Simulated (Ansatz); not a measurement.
# GeH3 (SMILES [GeH3]): RPA@PBE/def2-TZVPP

Aim: the vertical doublet–quartet gap of GeH3 at RPA@PBE/def2-TZVPP, from 2 runs. 

The calculation is run with Ansatz 0.2.0.

41 further runs of the same task are left out: 41 set aside as unsound or not needed.

### Step 1. Starting point

GeH3 has 4 atoms, charge 0, and is taken as a doublet. SMILES: `[GeH3]`. The coordinates come from a PBE0-D4/def2-TZVP relaxation.

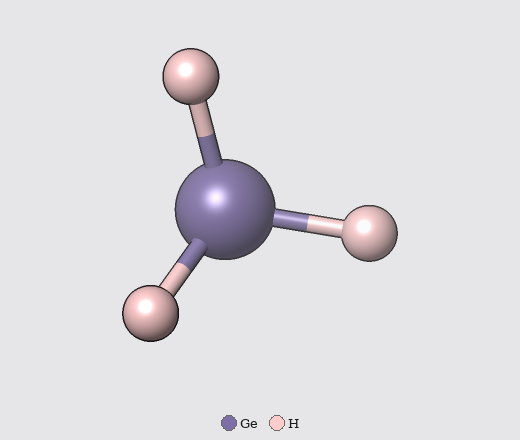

Viewed from a chosen angle; germanium purple, hydrogen pink.

### Step 2. The energy at RPA@PBE/def2-TZVPP

File molecule.yaml:

```yaml
crystal:
  periodic: [false, false, false]
  atoms:
    - {symbol: Ge, position_ang: [0.214600, -0.125900, -0.249400]}
    - {symbol: H, position_ang: [1.055000, 0.109600, 1.018300]}
    - {symbol: H, position_ang: [-0.882800, -1.175900, -0.000100]}
    - {symbol: H, position_ang: [-0.386800, 1.192200, -0.768800]}
basis:
  gaussian:
    orbitals: def2-TZVPP
magnetization:
  spin_polarized: true
  initial_magnetization: 1
hamiltonian:
  xc: pbe
correlation:
  method: rpa
  frozen_orbitals: {Ge: 9, H: 0}
accuracy: high
```

Command:

```bash
ansatz run molecule.yaml --threads 1 --pin off --max-ram 3480MiB --events-out events.jsonl --progress --plain --runs-dir runs
```

The program printed:

```text
Warning: RAYON_NUM_THREADS=1 ignored (pool sized by the plan → 1); use --threads N
Functional definition: PBE
  name "PBE"
  parameter kappa = 0.804
  parameter beta = 0.06672455060314922
  exchange = pbe_x(kappa = kappa, mu = beta*pi^2/3)
  correlation = pbe_c(beta = beta)
1427 factors; integrals over basis functions are off by at most 4.4e-9 eV
mean field evaluation 1: about -56555.9084 eV, gradient 1.7e1 eV
mean field evaluation 2: about -56555.8993 eV, gradient 1.7e1 eV
mean field evaluation 4: about -56556.7183 eV, gradient 2.5e0 eV
mean field evaluation 8: about -56556.7373 eV, gradient 2.2e-2 eV
mean field evaluation 16: about -56556.7373 eV, gradient 5.4e-7 eV
mean field -56556.73725622 eV, -2078.4217586326 hartree, gradient 2.9e-8 eV, S^2 0.751791; 0 other end points of the search recorded, 0 dependent functions left out
9 core orbitals not correlated: weight in the atoms' cores, before any rotation towards them, 1.000 or more for the frozen orbitals, at most 0.000 for the correlated occupied ones
reference -56519.15046743 eV, -2077.0404696218 hartree; 9, 8 occupied and 72, 73 virtual orbitals, 1427 factors
Total energy: -56530.95300745 eV, -2077.4742049678 hartree
```

Run time: 7.2 s. Hardware: 1 thread of Arm Neoverse V1, shared host; peak memory 0.23 GiB.

### Step 3. The quartet at the same level

File input.yaml:

```yaml
crystal:
  periodic: [false, false, false]
  atoms:
    - {symbol: Ge, position_ang: [0.214600, -0.125900, -0.249400]}
    - {symbol: H, position_ang: [1.055000, 0.109600, 1.018300]}
    - {symbol: H, position_ang: [-0.882800, -1.175900, -0.000100]}
    - {symbol: H, position_ang: [-0.386800, 1.192200, -0.768800]}
basis:
  gaussian:
    orbitals: def2-TZVPP
magnetization:
  spin_polarized: true
  initial_magnetization: 3
hamiltonian:
  xc: {name: PBE}
correlation:
  method: rpa
  frozen_orbitals: {Ge: 9, H: 0}
accuracy: high
```

Command:

```bash
ansatz run input.yaml --threads 1 --pin off --max-ram 3480MiB --events-out events.jsonl --progress --plain --runs-dir runs
```

The program printed, shortened:

```text
Warning: RAYON_NUM_THREADS=1 ignored (pool sized by the plan → 1); use --threads N
Functional definition: PBE
  name "PBE"
[...]
1427 factors; integrals over basis functions are off by at most 4.4e-9 eV
[...]
mean field -56549.01401479 eV, -2078.1379347453 hartree, gradient 8.6e-8 eV, S^2 3.752940; 18 other end points of the search recorded, 0 dependent functions left out
9 core orbitals not correlated: weight in the atoms' cores, before any rotation towards them, 1.000 or more for the frozen orbitals, at most 0.000 for the correlated occupied ones
reference -56510.97504664 eV, -2076.7400284493 hartree; 10, 7 occupied and 71, 74 virtual orbitals, 1427 factors
Total energy: -56522.84814157 eV, -2077.1763566403 hartree
```

Run time: 29 s. Hardware: 1 thread of Arm Neoverse V1, shared host; peak memory 0.26 GiB.

### Step 4. What came out

Level: RPA@PBE/def2-TZVPP, 9 core orbitals frozen.

| quantity | value |
| --- | --- |
| doublet: total energy | -2077.47420 Eh |
| doublet: RPA correlation energy (valence) | -433.7 mEh |
| doublet: ⟨S²⟩ of the reference determinant | 0.752 |
| quartet: total energy | -2077.17636 Eh |
| quartet: RPA correlation energy (valence) | -436.3 mEh |
| quartet: ⟨S²⟩ of the reference determinant | 3.753 |
| vertical energy of the quartet above the doublet | 8.105 eV |

In words: At this shape the quartet lies 8.10 eV (782 kJ/mol) above the doublet.
